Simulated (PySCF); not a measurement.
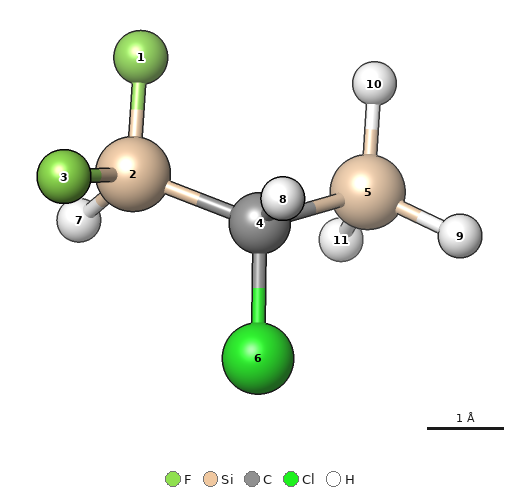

*The structure as given in the input (ball-and-stick view, seen at a tilt; atoms are numbered from 1 in the order of the input).*

Bond lengths as drawn: C–Cl 1.80 Å, C–H 1.10 Å, C–Si 1.85 to 1.94 Å, F–Si 1.57 to 1.59 Å and H–Si 1.45 to 1.48 Å.

**Run report: CH5ClF2Si2, geometry relaxation**

- system: CH5ClF2Si2
- method: PBE0-D3(BJ)/def2-SVP geometry optimisation, gas phase (PySCF 2.14.0)

## Input
```
{"job": {"xc": "PBE0", "basis": "def2-SVP", "d3": "d3bj", "grid": 1, "shake": 0.01, "kind": "geom"}, "charge": 0, "multiplicity": 1}
F      1.178220     1.592960    -1.280770
Si     1.524510     0.345090    -0.386030
F      2.555960    -0.419050    -1.324440
C     -0.005550    -0.677680    -0.170550
Si    -1.595690     0.225960     0.474650
Cl     0.280250    -1.998170     1.018450
H      2.215760     0.789590     0.806430
H     -0.258370    -1.187110    -1.106360
H     -2.674040    -0.746000     0.549850
H     -1.902570     1.321640    -0.426570
H     -1.280380     0.726950     1.829680
```

The first line tells a small driver script what to run in PySCF; the rest is the geometry in Å.

Run on 1 CPU thread, shared host.

Launch command:
```bash
OMP_NUM_THREADS=1 python <driver script> task.json out
```

## Output
```
step   0  E = -1278.95817124  max force = 0.030441
step   1  E = -1278.96367893  max force = 0.007977
step   2  E = -1278.96444016  max force = 0.002657
step   3  E = -1278.96452386  max force = 0.000752
step   4  E = -1278.96455273  max force = 0.000777
step   5  E = -1278.96459736  max force = 0.001509
step   6  E = -1278.96463812  max force = 0.001924
step   7  E = -1278.96468212  max force = 0.001319
step   8  E = -1278.96471723  max force = 0.000792
step   9  E = -1278.96474802  max force = 0.000938
step  10  E = -1278.96476912  max force = 0.001178
step  11  E = -1278.96479586  max force = 0.000780
step  12  E = -1278.96480921  max force = 0.000652
step  13  E = -1278.96481471  max force = 0.000337
optimisation converged
```

## Trajectory as extended XYZ (Å, eV, eV/Å), 14 frames, from step=0 to step=13
```
11
Properties=species:S:1:pos:R:3:forces:R:3 step=0 energy=-34802.22450
F     1.1782    1.5930   -1.2808   -0.7633   1.5653  -0.7107
Si    1.5245    0.3451   -0.3860    0.0134  -0.8575   0.2704
F     2.5560   -0.4190   -1.3244    0.7600  -0.8252  -0.3281
C    -0.0056   -0.6777   -0.1706   -0.8939   0.1845   0.5365
Si   -1.5957    0.2260    0.4747    1.2338  -0.3659   0.0575
Cl    0.2802   -1.9982    1.0185    0.2707  -0.1506   0.1961
H     2.2158    0.7896    0.8064    0.1118   0.0720   0.6217
H    -0.2584   -1.1871   -1.1064    0.0332   0.0792  -0.3438
H    -2.6740   -0.7460    0.5498   -0.5271  -0.4668  -0.0242
H    -1.9026    1.3216   -0.4266   -0.2652   0.6165  -0.4749
H    -1.2804    0.7269    1.8297    0.0266   0.1486   0.1995
11
Properties=species:S:1:pos:R:3:forces:R:3 step=1 energy=-34802.37437
F     1.0486    0.6151   -1.1813    0.2771  -0.4102   0.0946
Si    1.4751   -0.7031   -0.3251   -0.1586   0.1844   0.0463
F     2.5103   -1.6031   -1.1806   -0.1953   0.2495  -0.0003
C    -0.1075   -1.6265    0.0098    0.1504  -0.0896  -0.1144
Si   -1.5149   -0.6038    0.7749   -0.2145  -0.1286  -0.1096
Cl    0.3190   -2.9741    1.1436   -0.0507   0.0850  -0.0506
H     2.1317   -0.2857    0.9268    0.1011   0.0664  -0.0174
H    -0.4617   -2.0888   -0.9284   -0.0503   0.0256   0.0526
H    -2.6777   -1.5305    0.9313    0.0393   0.0886   0.0759
H    -1.8876    0.5207   -0.1372    0.0538  -0.0539  -0.0039
H    -1.0873   -0.0563    2.0912    0.0476  -0.0173   0.0269
11
Properties=species:S:1:pos:R:3:forces:R:3 step=2 energy=-34802.39509
F     1.0832    0.6078   -1.1864    0.0699  -0.1367   0.0477
Si    1.4730   -0.6952   -0.3055   -0.0557   0.1215  -0.0007
F     2.5001   -1.5798   -1.1769   -0.0386   0.0251  -0.0277
C    -0.1107   -1.6283    0.0069    0.0586  -0.0073  -0.0224
Si   -1.5289   -0.6184    0.7681   -0.0606  -0.0278  -0.0177
Cl    0.3069   -2.9727    1.1412   -0.0033  -0.0041   0.0062
H     2.1571   -0.2637    0.9297   -0.0203   0.0008   0.0004
H    -0.4646   -2.0886   -0.9310    0.0183   0.0232  -0.0085
H    -2.6963   -1.5273    0.9512    0.0094   0.0133   0.0364
H    -1.8903    0.4998   -0.1518    0.0111  -0.0079  -0.0183
H    -1.0816   -0.0694    2.0794    0.0111  -0.0001   0.0047
11
Properties=species:S:1:pos:R:3:forces:R:3 step=3 energy=-34802.39736
F     1.0916    0.6089   -1.1844    0.0049  -0.0051   0.0081
Si    1.4707   -0.6882   -0.2975   -0.0048   0.0386  -0.0024
F     2.4957   -1.5676   -1.1751    0.0128  -0.0182  -0.0137
C    -0.1082   -1.6288    0.0043   -0.0278  -0.0090   0.0185
Si   -1.5337   -0.6262    0.7640    0.0075  -0.0012  -0.0036
Cl    0.3100   -2.9733    1.1381    0.0042  -0.0078   0.0012
H     2.1494   -0.2579    0.9406   -0.0143  -0.0005   0.0070
H    -0.4551   -2.0868   -0.9370    0.0209   0.0092  -0.0157
H    -2.6990   -1.5317    0.9670    0.0030  -0.0077   0.0149
H    -1.8957    0.4846   -0.1646   -0.0051  -0.0056  -0.0095
H    -1.0775   -0.0689    2.0696   -0.0013   0.0074  -0.0049
11
Properties=species:S:1:pos:R:3:forces:R:3 step=4 energy=-34802.39815
F     1.0946    0.6159   -1.1786   -0.0166   0.0340  -0.0075
Si    1.4693   -0.6814   -0.2927    0.0167  -0.0112   0.0077
F     2.4973   -1.5570   -1.1713    0.0171  -0.0144   0.0005
C    -0.1064   -1.6293    0.0016   -0.0399  -0.0108   0.0150
Si   -1.5366   -0.6328    0.7604    0.0207   0.0065   0.0006
Cl    0.3154   -2.9743    1.1340    0.0052  -0.0023  -0.0034
H     2.1396   -0.2546    0.9509   -0.0041   0.0021   0.0038
H    -0.4463   -2.0861   -0.9428    0.0135   0.0046  -0.0096
H    -2.6955   -1.5421    0.9803    0.0016  -0.0114   0.0045
H    -1.9072    0.4686   -0.1763   -0.0109  -0.0069  -0.0045
H    -1.0762   -0.0628    2.0593   -0.0033   0.0098  -0.0071
11
Properties=species:S:1:pos:R:3:forces:R:3 step=5 energy=-34802.39936
F     1.0960    0.6362   -1.1597   -0.0384   0.0668  -0.0243
Si    1.4674   -0.6655   -0.2812    0.0373  -0.0776   0.0238
F     2.5062   -1.5292   -1.1603    0.0102   0.0050   0.0207
C    -0.1018   -1.6307   -0.0047   -0.0270  -0.0052  -0.0049
Si   -1.5426   -0.6488    0.7512    0.0229   0.0139   0.0047
Cl    0.3304   -2.9760    1.1233    0.0043   0.0033  -0.0041
H     2.1191   -0.2466    0.9748    0.0120   0.0056  -0.0033
H    -0.4261   -2.0855   -0.9557   -0.0030  -0.0007   0.0038
H    -2.6822   -1.5725    1.0090    0.0010  -0.0123  -0.0096
H    -1.9413    0.4265   -0.2043   -0.0159  -0.0088   0.0021
H    -1.0770   -0.0439    2.0326   -0.0035   0.0100  -0.0088
11
Properties=species:S:1:pos:R:3:forces:R:3 step=6 energy=-34802.40047
F     1.0892    0.6628   -1.1314   -0.0427   0.0651  -0.0272
Si    1.4659   -0.6462   -0.2664    0.0375  -0.0989   0.0276
F     2.5206   -1.4900   -1.1468   -0.0018   0.0217   0.0270
C    -0.0948   -1.6328   -0.0120    0.0050   0.0049  -0.0199
Si   -1.5495   -0.6692    0.7390    0.0115   0.0161   0.0053
Cl    0.3511   -2.9772    1.1117    0.0006   0.0041  -0.0002
H     2.0996   -0.2361    1.0016    0.0201   0.0056  -0.0076
H    -0.4026   -2.0859   -0.9692   -0.0148  -0.0060   0.0128
H    -2.6617   -1.6136    1.0386    0.0008  -0.0104  -0.0160
H    -1.9870    0.3710   -0.2382   -0.0139  -0.0085   0.0053
H    -1.0828   -0.0188    1.9978   -0.0022   0.0063  -0.0072
11
Properties=species:S:1:pos:R:3:forces:R:3 step=7 energy=-34802.40167
F     1.0686    0.6956   -1.0931   -0.0288   0.0345  -0.0164
Si    1.4643   -0.6229   -0.2489    0.0175  -0.0678   0.0165
F     2.5385   -1.4355   -1.1352   -0.0131   0.0270   0.0168
C    -0.0838   -1.6360   -0.0187    0.0381   0.0125  -0.0192
Si   -1.5566   -0.6946    0.7244   -0.0057   0.0113   0.0023
Cl    0.3784   -2.9776    1.1018   -0.0047   0.0029   0.0041
H     2.0842   -0.2220    1.0290    0.0186   0.0017  -0.0081
H    -0.3757   -2.0885   -0.9810   -0.0166  -0.0113   0.0152
H    -2.6335   -1.6651    1.0670    0.0008  -0.0054  -0.0140
H    -2.0410    0.3009   -0.2766   -0.0057  -0.0049   0.0050
H    -1.0953    0.0097    1.9560   -0.0003  -0.0007  -0.0019
11
Properties=species:S:1:pos:R:3:forces:R:3 step=8 energy=-34802.40263
F     1.0438    0.7150   -1.0682   -0.0047  -0.0011   0.0003
Si    1.4631   -0.6088   -0.2409   -0.0070  -0.0095  -0.0010
F     2.5459   -1.3967   -1.1380   -0.0119   0.0177  -0.0017
C    -0.0747   -1.6386   -0.0192    0.0407   0.0098  -0.0030
Si   -1.5593   -0.7102    0.7174   -0.0140   0.0020  -0.0034
Cl    0.3972   -2.9767    1.1018   -0.0072   0.0039   0.0048
H     2.0848   -0.2124    1.0375    0.0091  -0.0027  -0.0051
H    -0.3614   -2.0930   -0.9819   -0.0072  -0.0124   0.0092
H    -2.6161   -1.6970    1.0759   -0.0001  -0.0008  -0.0055
H    -2.0684    0.2606   -0.2953    0.0015  -0.0013   0.0021
H    -1.1067    0.0217    1.9359    0.0008  -0.0055   0.0034
11
Properties=species:S:1:pos:R:3:forces:R:3 step=9 energy=-34802.40346
F     1.0154    0.7290   -1.0503    0.0206  -0.0287   0.0148
Si    1.4618   -0.5979   -0.2398   -0.0273   0.0482  -0.0161
F     2.5449   -1.3636   -1.1542   -0.0034   0.0006  -0.0199
C    -0.0656   -1.6411   -0.0148    0.0189   0.0021   0.0158
Si   -1.5602   -0.7219    0.7153   -0.0127  -0.0072  -0.0094
Cl    0.4131   -2.9737    1.1097   -0.0054   0.0060   0.0040
H     2.0963   -0.2044    1.0332   -0.0031  -0.0064   0.0002
H    -0.3526   -2.1003   -0.9751    0.0070  -0.0106   0.0003
H    -2.6060   -1.7205    1.0737   -0.0009   0.0020   0.0044
H    -2.0805    0.2366   -0.3031    0.0060   0.0022  -0.0010
H    -1.1184    0.0220    1.9303    0.0003  -0.0082   0.0068
11
Properties=species:S:1:pos:R:3:forces:R:3 step=10 energy=-34802.40404
F     1.0009    0.7349   -1.0457    0.0242  -0.0298   0.0175
Si    1.4608   -0.5930   -0.2442   -0.0260   0.0606  -0.0181
F     2.5376   -1.3498   -1.1730    0.0025  -0.0099  -0.0235
C    -0.0608   -1.6418   -0.0089   -0.0064  -0.0009   0.0194
Si   -1.5605   -0.7269    0.7173   -0.0053  -0.0093  -0.0105
Cl    0.4212   -2.9688    1.1202    0.0003   0.0057   0.0037
H     2.1088   -0.2016    1.0225   -0.0082  -0.0063   0.0037
H    -0.3497   -2.1063   -0.9661    0.0144  -0.0080  -0.0039
H    -2.6058   -1.7293    1.0661   -0.0006   0.0015   0.0075
H    -2.0785    0.2334   -0.3004    0.0057   0.0033  -0.0017
H    -1.1260    0.0133    1.9371   -0.0006  -0.0069   0.0060
11
Properties=species:S:1:pos:R:3:forces:R:3 step=11 energy=-34802.40477
F     0.9843    0.7469   -1.0396    0.0138  -0.0120   0.0111
Si    1.4586   -0.5833   -0.2515   -0.0083   0.0401  -0.0105
F     2.5236   -1.3299   -1.2022    0.0045  -0.0155  -0.0149
C    -0.0538   -1.6417   -0.0006   -0.0339  -0.0011   0.0102
Si   -1.5624   -0.7364    0.7200    0.0051  -0.0063  -0.0066
Cl    0.4368   -2.9579    1.1367    0.0092   0.0025   0.0036
H     2.1240   -0.1978    1.0078   -0.0079  -0.0029   0.0043
H    -0.3414   -2.1156   -0.9538    0.0168  -0.0051  -0.0043
H    -2.6053   -1.7448    1.0583   -0.0002  -0.0002   0.0054
H    -2.0777    0.2259   -0.2971    0.0023   0.0034  -0.0006
H    -1.1386   -0.0013    1.9467   -0.0015  -0.0027   0.0023
11
Properties=species:S:1:pos:R:3:forces:R:3 step=12 energy=-34802.40513
F     0.9780    0.7567   -1.0358    0.0014   0.0038   0.0025
Si    1.4567   -0.5757   -0.2557    0.0060   0.0077  -0.0006
F     2.5141   -1.3190   -1.2182    0.0018  -0.0092  -0.0033
C    -0.0501   -1.6408    0.0034   -0.0335   0.0027  -0.0025
Si   -1.5647   -0.7437    0.7209    0.0073  -0.0034  -0.0010
Cl    0.4499   -2.9486    1.1460    0.0107   0.0000   0.0033
H     2.1296   -0.1954    1.0012   -0.0031   0.0009   0.0013
H    -0.3333   -2.1213   -0.9480    0.0106  -0.0037  -0.0007
H    -2.6040   -1.7567    1.0570   -0.0004  -0.0009   0.0011
H    -2.0812    0.2180   -0.2962   -0.0001   0.0017   0.0004
H    -1.1470   -0.0093    1.9502   -0.0009   0.0003  -0.0004
11
Properties=species:S:1:pos:R:3:forces:R:3 step=13 energy=-34802.40528
F     0.9746    0.7645   -1.0320   -0.0035   0.0082  -0.0027
Si    1.4552   -0.5698   -0.2569    0.0088  -0.0099   0.0041
F     2.5095   -1.3112   -1.2247   -0.0010  -0.0015   0.0034
C    -0.0482   -1.6401    0.0044   -0.0173   0.0058  -0.0091
Si   -1.5668   -0.7497    0.7204    0.0041  -0.0017   0.0025
Cl    0.4610   -2.9420    1.1500    0.0069  -0.0014   0.0030
H     2.1302   -0.1926    0.9998    0.0004   0.0024  -0.0012
H    -0.3262   -2.1248   -0.9463    0.0030  -0.0028   0.0020
H    -2.6012   -1.7668    1.0594   -0.0006  -0.0004  -0.0015
H    -2.0878    0.2083   -0.2979   -0.0008   0.0002   0.0005
H    -1.1523   -0.0117    1.9486    0.0000   0.0011  -0.0011
```

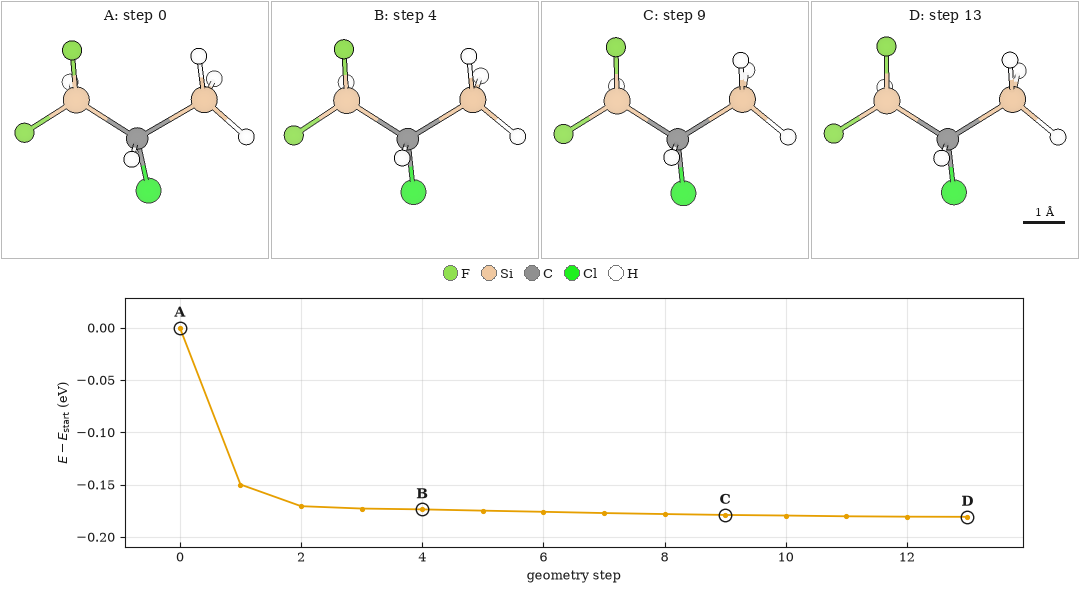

*Frames of the relaxation (ball-and-stick view, seen at a tilt) above the curves, on which the letters mark them (steps are counted from 0).*

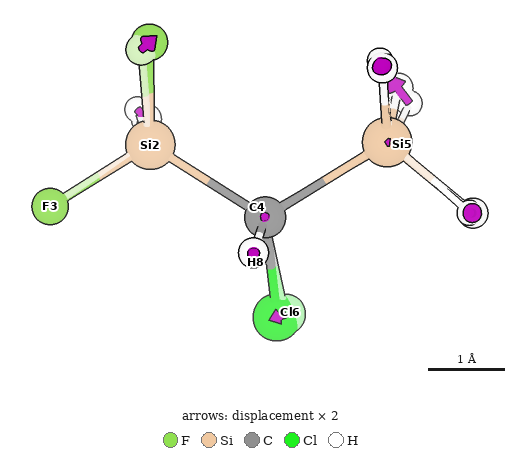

*Start (faint) and end (solid) with the displacements as pink arrows, magnified 2 times (ball-and-stick view, seen at a tilt). The two geometries are laid on each other by the best rigid fit.*

The atom that moves furthest after the best rigid fit is H11 (0.26 Å). By element the largest moves are H 0.26 Å, F 0.17 Å, Cl 0.13 Å, C 0.05 Å, Si 0.04 Å. Among the contacts that change: F1–Si2 1.574 → 1.616 Å, Si5–H10 1.452 → 1.492 Å, C4–Si5 1.939 → 1.900 Å, Si2–H7 1.448 → 1.476 Å. Among the angles that change: F1–Si2–F3 100.8° → 106.6°, Si2–C4–Cl6 110.5° → 106.0°, C4–Si2–H7 117.9° → 113.4°. The energy falls by 0.181 eV in 13 geometry steps. The largest force component goes from 1.6 to 0.017 eV/Å. (Atoms are counted from 1 in the order of the input.)

## Summary

| quantity | value |
| --- | --- |
| outcome | converged |
| total energy | −1278.964815 hartree |
| dipole moment | 1.38 D |
| point group | C1 |
| wall time | 84 s |
| peak memory | 0.52 GiB |
